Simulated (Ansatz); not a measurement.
# BrH4NSeSi: shape, modes and thermochemistry

What shape does BrH4NSeSi take? The plan is to relax it, check the end point by its vibrations and derive ideal-gas thermochemistry, and look at its orbitals and charge.

Method: RKS PBE0-D4/def2-TZVP; program: Ansatz 0.2.0, Gaussian basis.

Plan: relaxation at PBE-D4/def2-SVP; relaxation at PBE0-D4/def2-TZVP; harmonic vibrations at the same level; a single point in def2-TZVPP for the fields.

## (1) The system as given

8 atoms, charge 0, spin multiplicity 1.

Atoms are counted from 1 here; the program's logs count them from 0.

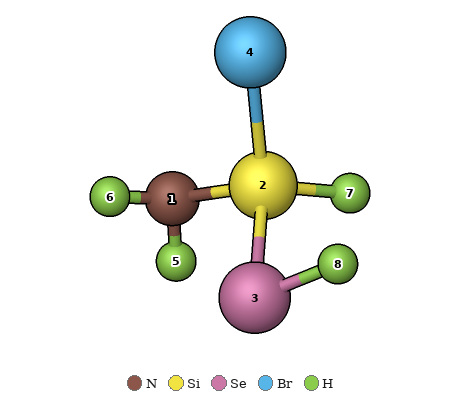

As it starts; nitrogen brown, silicon yellow, selenium pink, bromine blue, hydrogen green; atoms are numbered from 1 in the order of the file.

As a file:

```mol
BrH4NSeSi
  3D, bonds by distance, orders not assigned

  8  7  0  0  0  0  0  0  0  0999 V2000
   -0.4766    1.4262   -0.4107 N   0  0
   -0.3922   -0.2542    0.0401 Si  0  0
    1.7109   -0.6913    0.7061 Se  0  0
   -0.8216   -1.5390   -1.7355 Br  0  0
   -0.2358    2.0237    0.3934 H   0  0
    0.1918    1.6579   -1.1636 H   0  0
   -1.2945   -0.5362    1.1447 H   0  0
    1.4102   -2.1441    0.9697 H   0  0
  1  2  8  0
  2  3  8  0
  2  4  8  0
  1  5  8  0
  1  6  8  0
  2  7  8  0
  3  8  8  0
M  END
```

The start is a force-field geometry with small random shifts, so a cheaper pass at PBE-D4/def2-SVP comes first.

## (2) Geometry optimisation, PBE-D4/def2-SVP (cheap first pass)

Input file in.yaml:

```yaml
crystal:
  periodic: [false, false, false]
  atoms:
    - {symbol: N, position_ang: [-0.476600, 1.426200, -0.410700]}
    - {symbol: Si, position_ang: [-0.392200, -0.254200, 0.040100]}
    - {symbol: Se, position_ang: [1.710900, -0.691300, 0.706100]}
    - {symbol: Br, position_ang: [-0.821600, -1.539000, -1.735500]}
    - {symbol: H, position_ang: [-0.235800, 2.023700, 0.393400]}
    - {symbol: H, position_ang: [0.191800, 1.657900, -1.163600]}
    - {symbol: H, position_ang: [-1.294500, -0.536200, 1.144700]}
    - {symbol: H, position_ang: [1.410200, -2.144100, 0.969700]}
basis:
  gaussian: {orbitals: def2-SVP}
hamiltonian: {xc: pbe, dispersion: d4}
relax: {f_tol: 0.03, max_steps: 200}
```

Run with:

```console
> ansatz run in.yaml --threads 4 --pin off --events-out ev --progress --plain --max-ram 10444MiB
```

Standard output, shortened:

```text
Functional definition: PBE
  name "PBE"
  cite "Perdew, Burke & Ernzerhof, Phys. Rev. Lett. 77, 3865 (1996) doi:10.1103/PhysRevLett.77.3865"
  parent pbe
[...]
1291 factors; their error is unknown
[...]
mean field -144784.96180995 eV, -5320.7492077438 hartree, gradient 3.0e-5 eV, S^2 0.000000; 0 other end points of the search recorded, 0 dependent functions left out
[...]
reference -144784.96184312 eV, -5320.7492089626 hartree; 47, 47 occupied and 69, 69 virtual orbitals, 1291 factors
relax step   1: F+E_penalty+E_count = -144785.20376122 eV  Δ(F+E_penalty+E_count) = +0.000e0 eV  max|allowed force component| = 7.171e-1 eV/Å  Δτ_max = 0.0000 Å  (28 SCF iters, accepted)
[...]
relax step   4: F+E_penalty+E_count = -144785.31997414 eV  Δ(F+E_penalty+E_count) = -1.633e-2 eV  max|allowed force component| = 3.702e-1 eV/Å  Δτ_max = 0.1183 Å  (28 SCF iters, accepted)
[...]
relax step   7: F+E_penalty+E_count = -144785.34032184 eV  Δ(F+E_penalty+E_count) = -9.795e-3 eV  max|allowed force component| = 2.389e-1 eV/Å  Δτ_max = 0.1023 Å  (28 SCF iters, accepted)
[...]
relax step  10: F+E_penalty+E_count = -144785.40760281 eV  Δ(F+E_penalty+E_count) = -2.448e-2 eV  max|allowed force component| = 1.494e-1 eV/Å  Δτ_max = 0.1804 Å  (28 SCF iters, accepted)
[...]
relax step  13: F+E_penalty+E_count = -144785.42281883 eV  Δ(F+E_penalty+E_count) = -3.557e-3 eV  max|allowed force component| = 6.828e-2 eV/Å  Δτ_max = 0.0605 Å  (28 SCF iters, accepted)
[...]
relax step  14: F+E_penalty+E_count = -144785.42331735 eV  Δ(F+E_penalty+E_count) = -4.985e-4 eV  max|allowed force component| = 2.499e-2 eV/Å  Δτ_max = 0.0195 Å  (28 SCF iters, accepted)
1291 factors; their error is unknown
[...]
mean field -144785.18538881 eV, -5320.7574241153 hartree, gradient 1.5e-5 eV, S^2 0.000000; 1 other end points of the search recorded, 0 dependent functions left out
[...]
reference -144785.18542211 eV, -5320.7574253391 hartree; 47, 47 occupied and 69, 69 virtual orbitals, 1291 factors
Total energy: -144785.42335065 eV, -5320.7661690517 hartree
Atom 0 at    -0.150530     1.447678    -0.198120 Å, force    -0.000618    -0.001760    -0.001090 eV/Å
Atom 1 at    -0.313509    -0.224233     0.195148 Å, force    -0.005069     0.000311    -0.001811 eV/Å
Atom 2 at     1.782442    -0.851057     0.873024 Å, force    -0.007465    -0.001787    -0.003656 eV/Å
Atom 3 at    -0.985020    -1.614962    -1.473700 Å, force     0.007154     0.010920     0.024986 eV/Å
Atom 4 at    -0.991660     2.027204    -0.265624 Å, force    -0.001933     0.002445    -0.000147 eV/Å
Atom 5 at     0.558168     1.740208    -0.876189 Å, force     0.001181    -0.002607     0.001496 eV/Å
Atom 6 at    -1.383179    -0.323256     1.239139 Å, force     0.002866    -0.004388    -0.016031 eV/Å
Atom 7 at     1.575489    -2.258583     0.450521 Å, force     0.003884    -0.003135    -0.003748 eV/Å
Dipole moment:    -0.057258     0.347749    -0.054696 e Å
```

It took 20 s on 4 threads of Arm Neoverse V1, shared host.

The steps of the relaxation: (the energy doesn't fall at every step)

```
step  energy from step 1 (eV)  largest force component (eV/Å)
   1                   0.0000                          0.7171
   2                  -0.0745                          0.5096
   3                  -0.0999                          0.3332
   4                  -0.1162                          0.3702
   5                  -0.1246                          0.1241
   6                  -0.1268                          0.2862
   7                  -0.1366                          0.2389
   8                  -0.1554                          0.2100
   9                  -0.1794                          0.3591
  10                  -0.2038                          0.1494
  11                  -0.1914                          0.8357
  12                  -0.2155                          0.0871
  13                  -0.2191                          0.0683
  14                  -0.2196                          0.0250
```

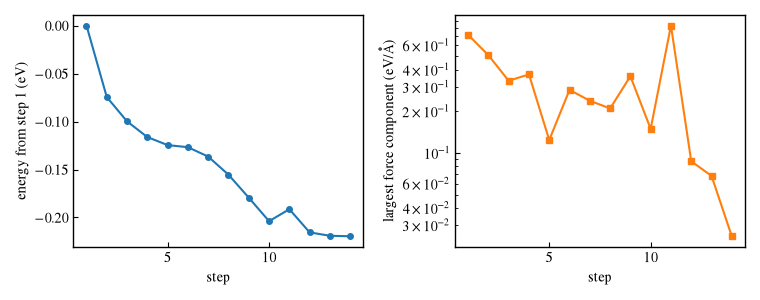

Energy and force, step by step.

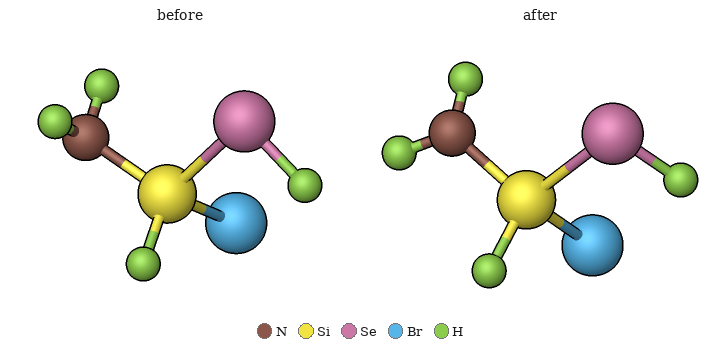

The geometry before (left) and after (right).

Distances of close pairs at the start and the end, largest changes first:

```
   bond  before (Å)  after (Å)  change (Å)
 Si2–H7       1.454      1.498      +0.044
Si2–Se3       2.249      2.290      +0.041
Si2–Br4       2.233      2.274      +0.040
 Se3–H8       1.507      1.484      -0.023
 N1–Si2       1.742      1.725      -0.017
  N1–H6       1.033      1.024      -0.010
  N1–H5       1.030      1.024      -0.007
```

## (3) Geometry optimisation, PBE0-D4/def2-TZVP

Input file in.yaml:

```yaml
crystal:
  periodic: [false, false, false]
  atoms:
    - {symbol: N, position_ang: [-0.150530, 1.447678, -0.198120]}
    - {symbol: Si, position_ang: [-0.313509, -0.224233, 0.195148]}
    - {symbol: Se, position_ang: [1.782442, -0.851057, 0.873024]}
    - {symbol: Br, position_ang: [-0.985020, -1.614962, -1.473700]}
    - {symbol: H, position_ang: [-0.991660, 2.027204, -0.265624]}
    - {symbol: H, position_ang: [0.558168, 1.740208, -0.876189]}
    - {symbol: H, position_ang: [-1.383179, -0.323256, 1.239139]}
    - {symbol: H, position_ang: [1.575489, -2.258583, 0.450521]}
basis:
  gaussian: {orbitals: def2-TZVP}
hamiltonian: {xc: pbe0, dispersion: d4}
relax: {f_tol: 0.005, max_steps: 150}
```

The command is unchanged.

Standard output, shortened:

```text
Functional definition: PBE0
  name "PBE0"
  cite "Adamo & Barone, J. Chem. Phys. 110, 6158 (1999) doi:10.1063/1.478522"
  cite "Perdew, Burke & Ernzerhof, Phys. Rev. Lett. 77, 3865 (1996) doi:10.1103/PhysRevLett.77.3865"
  parent pbe
[...]
1424 factors; their error is unknown
[...]
mean field -144811.90628332 eV, -5321.7393988765 hartree, gradient 3.1e-5 eV, S^2 0.000000; 0 other end points of the search recorded, 0 dependent functions left out
[...]
reference -144811.90631297 eV, -5321.7393999660 hartree; 47, 47 occupied and 141, 141 virtual orbitals, 1424 factors
relax step   1: F+E_penalty+E_count = -144812.11043905 eV  Δ(F+E_penalty+E_count) = +0.000e0 eV  max|allowed force component| = 5.305e-1 eV/Å  Δτ_max = 0.0000 Å  (28 SCF iters, accepted)
[...]
reference -144811.94637329 eV, -5321.7408721556 hartree; 47, 47 occupied and 141, 141 virtual orbitals, 1424 factors
Total energy: -144812.15264371 eV, -5321.7484524538 hartree
Atom 0 at    -0.162275     1.423327    -0.220079 Å, force     0.000055    -0.001093     0.000477 eV/Å
Atom 1 at    -0.308484    -0.216633     0.189852 Å, force    -0.000236     0.000355     0.000593 eV/Å
Atom 2 at     1.761140    -0.847524     0.863084 Å, force    -0.000928    -0.002522    -0.000790 eV/Å
Atom 3 at    -0.971716    -1.592454    -1.448743 Å, force    -0.000148    -0.000081    -0.000085 eV/Å
Atom 4 at    -0.979112     2.012385    -0.255371 Å, force     0.000046     0.000593    -0.000184 eV/Å
Atom 5 at     0.553866     1.731542    -0.858308 Å, force    -0.000168     0.000379    -0.000261 eV/Å
Atom 6 at    -1.359235    -0.326592     1.222195 Å, force     0.000713    -0.000069    -0.000619 eV/Å
Atom 7 at     1.558017    -2.241052     0.451569 Å, force     0.000666     0.002439     0.000869 eV/Å
Dipole moment:    -0.054632     0.343870    -0.039884 e Å
```

Wall time 48 s (4 threads of Arm Neoverse V1, shared host); peak memory 0.64 GiB.

Step by step:

```
step  energy from step 1 (eV)  largest force component (eV/Å)
   1                   0.0000                          0.5305
   2                  -0.0362                          0.2990
   3                  -0.0400                          0.1445
   4                  -0.0412                          0.0734
   5                  -0.0417                          0.0305
   6                  -0.0420                          0.0358
   7                  -0.0422                          0.0051
   8                  -0.0422                          0.0051
   9                  -0.0422                          0.0037
  10                  -0.0422                          0.0025
```

The force was under the threshold of 0.005 eV/Å already at step 9, but the program went on to step 10.

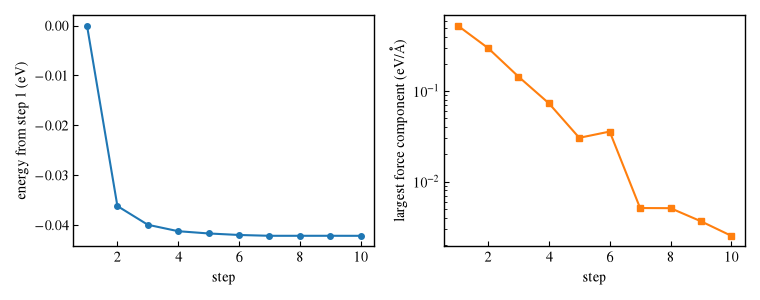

Energy and force, step by step.

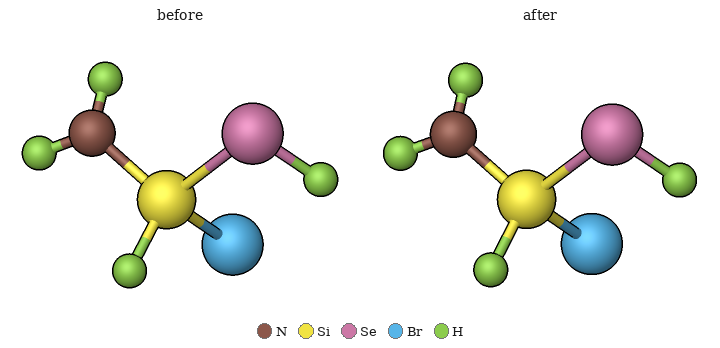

The geometry before (left) and after (right).

Close pairs (by a distance rule), those that changed most:

```csv
bond,before (Å),after (Å),change (Å)
Si2–Br4,2.274,2.240,-0.034
N1–Si2,1.725,1.697,-0.029
Si2–Se3,2.290,2.266,-0.024
Si2–H7,1.498,1.477,-0.021
Se3–H8,1.484,1.467,-0.017
N1–H5,1.024,1.008,-0.016
N1–H6,1.024,1.008,-0.016
```

Mulliken charges of the relaxed molecule (report file):

```csv
atom,value (e)
N1,-0.60
Si2,0.46
Se3,-0.26
Br4,-0.24
H5,0.25
H6,0.25
H7,0.00
H8,0.15
```

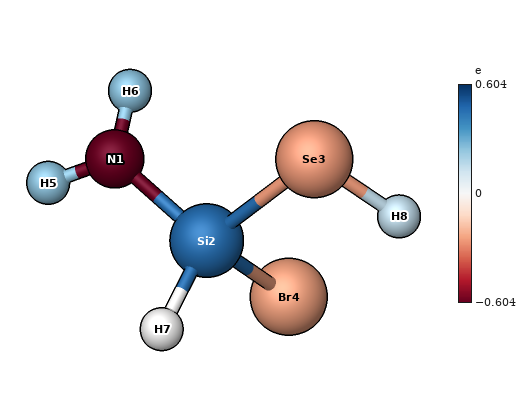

Mulliken charges of the relaxed molecule (report file), as colours on the atoms.

## (4) Force constants and modes

Input file in.yaml:

```yaml
crystal:
  periodic: [false, false, false]
  atoms:
    - {symbol: N, position_ang: [-0.162275, 1.423327, -0.220079]}
    - {symbol: Si, position_ang: [-0.308484, -0.216633, 0.189852]}
    - {symbol: Se, position_ang: [1.761140, -0.847524, 0.863084]}
    - {symbol: Br, position_ang: [-0.971716, -1.592454, -1.448743]}
    - {symbol: H, position_ang: [-0.979112, 2.012385, -0.255371]}
    - {symbol: H, position_ang: [0.553866, 1.731542, -0.858308]}
    - {symbol: H, position_ang: [-1.359235, -0.326592, 1.222195]}
    - {symbol: H, position_ang: [1.558017, -2.241052, 0.451569]}
basis:
  gaussian: {orbitals: def2-TZVP}
hamiltonian: {xc: pbe0, dispersion: d4}
phonons: {temperatures: {t_min: 298.15, t_max: 900, t_step: 200}}
```

Launched as before.

Standard output, shortened:

```text
Functional definition: PBE0
  name "PBE0"
  cite "Adamo & Barone, J. Chem. Phys. 110, 6158 (1999) doi:10.1063/1.478522"
  cite "Perdew, Burke & Ernzerhof, Phys. Rev. Lett. 77, 3865 (1996) doi:10.1103/PhysRevLett.77.3865"
  parent pbe
[...]
1424 factors; their error is unknown
[...]
mean field -144811.94634345 eV, -5321.7408710592 hartree, gradient 2.9e-5 eV, S^2 0.000000; 0 other end points of the search recorded, 0 dependent functions left out
[...]
reference -144811.94637281 eV, -5321.7408721382 hartree; 47, 47 occupied and 141, 141 virtual orbitals, 1424 factors
[...]
1424 factors; their error is unknown
mean field -144811.94615684 eV, -5321.7408642012 hartree, gradient 1.2e-6 eV, S^2 0.000000; 0 other end points of the search recorded, 0 dependent functions left out
[...]
Atom 0 at    -0.162275     1.423327    -0.220079 Å, force     0.000057    -0.001054     0.000464 eV/Å
Atom 1 at    -0.308484    -0.216633     0.189852 Å, force    -0.000244     0.000323     0.000599 eV/Å
Atom 2 at     1.761140    -0.847524     0.863084 Å, force    -0.000906    -0.002520    -0.000779 eV/Å
Atom 3 at    -0.971716    -1.592454    -1.448743 Å, force    -0.000153    -0.000078    -0.000093 eV/Å
Atom 4 at    -0.979112     2.012385    -0.255371 Å, force     0.000055     0.000581    -0.000182 eV/Å
Atom 5 at     0.553866     1.731542    -0.858308 Å, force    -0.000177     0.000374    -0.000258 eV/Å
Atom 6 at    -1.359235    -0.326592     1.222195 Å, force     0.000716    -0.000069    -0.000619 eV/Å
Atom 7 at     1.558017    -2.241052     0.451569 Å, force     0.000653     0.002444     0.000868 eV/Å
Dipole moment:    -0.054631     0.343872    -0.039883 e Å
Vibrations: 111.09 173.78 181.87 226.63 306.73 371.02 410.73 465.92 667.55 705.48 804.02 896.42 912.55 1574.74 2262.46 2456.64 3598.39 3696.85 cm⁻¹, zero-point energy 1.228862 eV
```

It took 2.6 min on 4 threads of Arm Neoverse V1, shared host; peak memory 0.64 GiB.

Motions are named by where the mode's potential energy lies. The modes, unscaled (a negative number is an imaginary wavenumber):

| mode | cm⁻¹ | motion |
| --- | --- | --- |
| 1 | 111 | bend with torsion |
| 2 | 174 | bend with torsion |
| 3 | 182 | torsion |
| 4 | 227 | torsion with bend |
| 5 | 307 | torsion |
| 6 | 371 | Si–Br and Si–Se stretch |
| 7 | 411 | torsion with Si–Se stretch |
| 8 | 466 | Si–Se stretch with torsion |
| 9 | 668 | bend |
| 10 | 705 | bend |
| 11 | 804 | bend with torsion |
| 12 | 896 | Si–N stretch |
| 13 | 913 | bend |
| 14 | 1575 | bend |
| 15 | 2262 | Si–H stretch |
| 16 | 2457 | Se–H stretch |
| 17 | 3598 | N–H stretch |
| 18 | 3697 | N–H stretch |

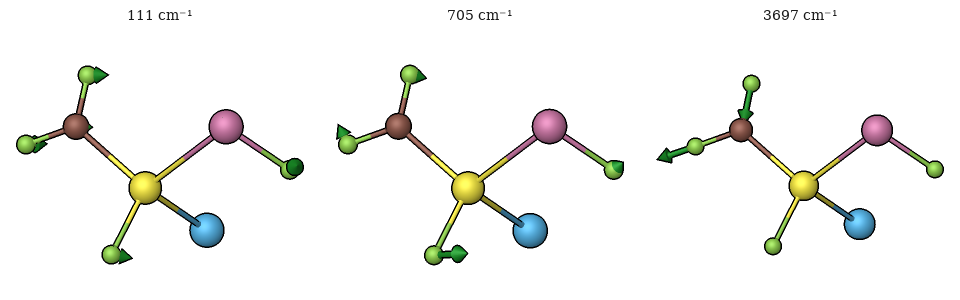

How the atoms move in 3 of the modes.

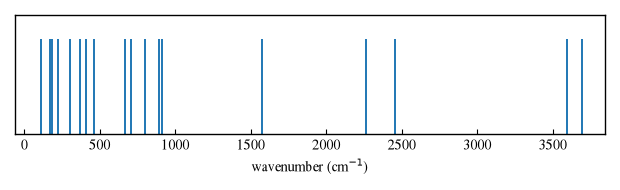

The harmonic wavenumbers as sticks (no intensities were computed).

Ideal gas, rigid rotor and harmonic oscillator at 298.15 K and 1 bar, with symmetry number 1:

```csv
term,value
zero-point energy,118.6 kJ/mol
H(298) − E,139.4 kJ/mol
"entropy, translation",175.2 J/(mol K)
"entropy, rotation",122.6 J/(mol K)
"entropy, vibration",63.3 J/(mol K)
"entropy, total",361.1 J/(mol K)
```

## (5) Fields at the relaxed geometry

Changes to in.yaml since step 4:

```diff
@@ -12,4 +12,4 @@
 basis:
-  gaussian: {orbitals: def2-TZVP}
+  gaussian: {orbitals: def2-TZVPP}
 hamiltonian: {xc: pbe0, dispersion: d4}
-phonons: {temperatures: {t_min: 298.15, t_max: 900, t_step: 200}}
+output: {orbitals: {seedname: orbitals}}
```

The command is unchanged.

Standard output:

```text
Functional definition: PBE0
  name "PBE0"
  cite "Adamo & Barone, J. Chem. Phys. 110, 6158 (1999) doi:10.1063/1.478522"
  cite "Perdew, Burke & Ernzerhof, Phys. Rev. Lett. 77, 3865 (1996) doi:10.1103/PhysRevLett.77.3865"
  parent pbe
  parameter a = 0.25
  parameter kappa = 0.804
  parameter beta = 0.06672455060314922
  exchange = (1 - a)*pbe_x(kappa = kappa, mu = beta*pi^2/3) + a*exact_x
  correlation = pbe_c(beta = beta)
1507 factors; their error is unknown
mean field evaluation 1: about -144805.1511 eV, gradient 5.7e1 eV
mean field evaluation 2: about -144795.2782 eV, gradient 8.3e1 eV
mean field evaluation 4: about -144811.1278 eV, gradient 3.2e0 eV
mean field evaluation 8: about -144811.1497 eV, gradient 6.6e-2 eV
mean field evaluation 16: about -144812.0151 eV, gradient 1.0e-4 eV
mean field -144812.01512130 eV, -5321.7433985986 hartree, gradient 3.9e-5 eV, S^2 0.000000; 0 other end points of the search recorded, 0 dependent functions left out
reference -144812.01515081 eV, -5321.7433996829 hartree; 47, 47 occupied and 178, 178 virtual orbitals, 1507 factors
Total energy: -144812.22142124 eV, -5321.7509799813 hartree
```

Run time: 4 s. Hardware: 4 threads of Arm Neoverse V1, shared host; peak memory 0.81 GiB.

The fields below are evaluated on a grid from the run's orbitals.

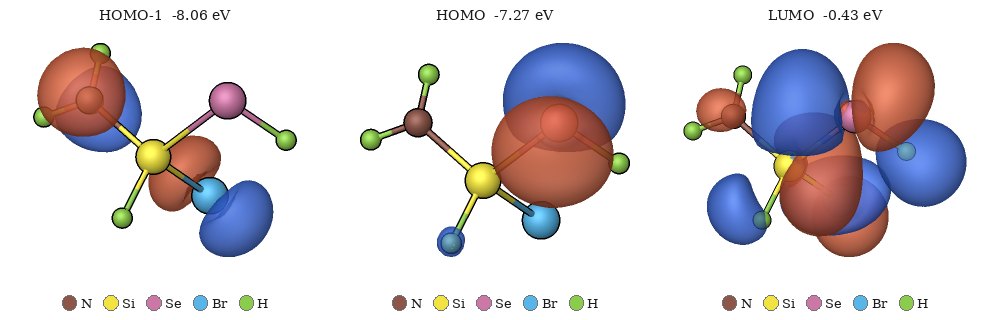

PBE0-D4/def2-TZVPP orbitals near the gap, drawn at the value that encloses 70 % of each; the two colours are the two signs.

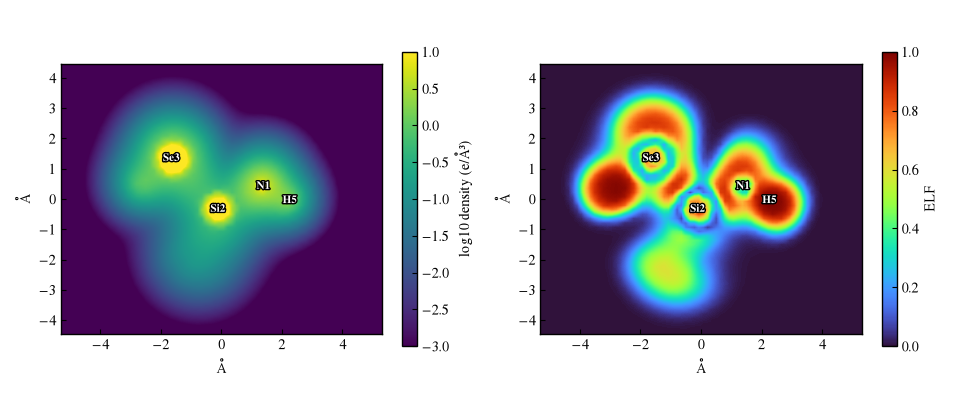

Density (left) and ELF (right) in a plane through or near 4 of the atoms.

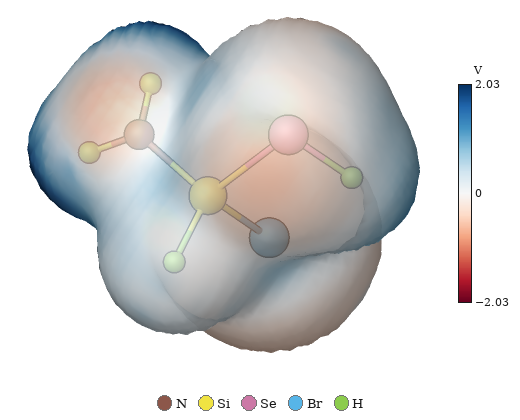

The potential that a unit positive charge feels on the 0.002 e/bohr³ surface, from the 1st to the 99th percentile, from -0.62 V near N1 to 2.03 V near H5.

## (6) What came out

| quantity | value |
| --- | --- |
| point group | C1 |
| steps | 14 + 10 |
| shift from the start (rms) | 0.484 Å |
| total energy | -144812.1526 eV |
| dispersion term | -206 meV |
| dipole moment | 1.68 D |
| lowest, highest wavenumber | 111, 3697 cm⁻¹ |
| zero-point energy | 118.6 kJ/mol |
| entropy at 298.15 K | 361.1 J/(mol K) |
| HOMO, LUMO | -7.27, -0.43 eV |

**Reading.** The atoms moved 0.48 Å (rms) from the start; the bond that changed most is N1–Si2, from 1.742 to 1.697 Å. All wavenumbers are real, so the end point is a minimum. The stiffest mode, 3697 cm⁻¹, is an N–H stretch, and 3 modes under 200 cm⁻¹ make the vibrational entropy uncertain. Harmonic hybrid wavenumbers usually lie a few per cent above measured fundamentals. The largest Mulliken charge, -0.60 e, sits on N1. The HOMO lies mostly on Se3 77 %; H8 10 % and the LUMO on Se3 31 %; Si2 23 %.
